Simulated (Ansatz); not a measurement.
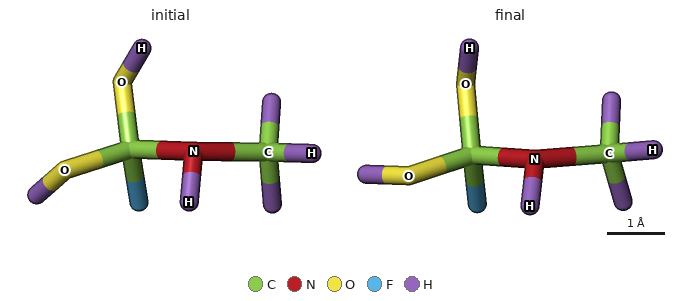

The structure of C2H6FNO2 (coarse preliminary run) before (left) and after (right) a relaxation, at one scale.

A stick model, seen at a tilt.

The start comes from a force field.

Level of theory: RKS PBE-D4/def2-SVP in Ansatz 0.2.0.

Input
```yaml
crystal:
  periodic: [false, false, false]
  atoms:
    - {symbol: C, position_ang: [0.258100, -1.258100, 0.942400]}
    - {symbol: N, position_ang: [0.666900, -0.395600, -0.180100]}
    - {symbol: C, position_ang: [-0.252700, 0.689700, -0.452900]}
    - {symbol: O, position_ang: [-1.299200, 0.250600, -1.071200]}
    - {symbol: O, position_ang: [0.409200, 1.632800, -1.250900]}
    - {symbol: F, position_ang: [-0.566300, 1.338700, 0.696100]}
    - {symbol: H, position_ang: [0.946600, -2.028100, 1.096500]}
    - {symbol: H, position_ang: [-0.725800, -1.649900, 0.713800]}
    - {symbol: H, position_ang: [0.149500, -0.626700, 1.905800]}
    - {symbol: H, position_ang: [1.549100, 0.052100, 0.105100]}
    - {symbol: H, position_ang: [-1.029500, -0.516100, -1.539400]}
    - {symbol: H, position_ang: [-0.028900, 2.455400, -0.931300]}
basis:
  gaussian: {orbitals: def2-SVP}
hamiltonian: {xc: pbe, dispersion: d4}
relax: {f_tol: 0.03, max_steps: 200}
```

Command:
```bash
ansatz run in.yaml --threads 4 --pin off --events-out ev --progress --plain --max-ram 10444MiB
```

**What changed between the two?**

H12 moves most after the best rigid fit: 0.43 Å. Largest moves by element: H 0.43 Å, N 0.15 Å, F 0.14 Å, O 0.14 Å, C 0.11 Å. Near-neighbour distances that change, for instance: C3–O4 1.292 → 1.394 Å, C1–H7 1.044 → 1.107 Å, C3–F6 1.356 → 1.405 Å, C1–H9 1.157 → 1.115 Å. Among the angles between lasting bonds that change: O4–C3–F6 112.4° → 102.6°, C1–N2–H10 106.3° → 113.2°, C3–O5–H12 99.6° → 105.7°. Groups turn about C3–O5 by about 30°, C3–O4 by about 20°. The energy falls by 60.6 kJ/mol in 8 geometry steps. The largest force component goes from 4.5 to 0.023 eV/Å.
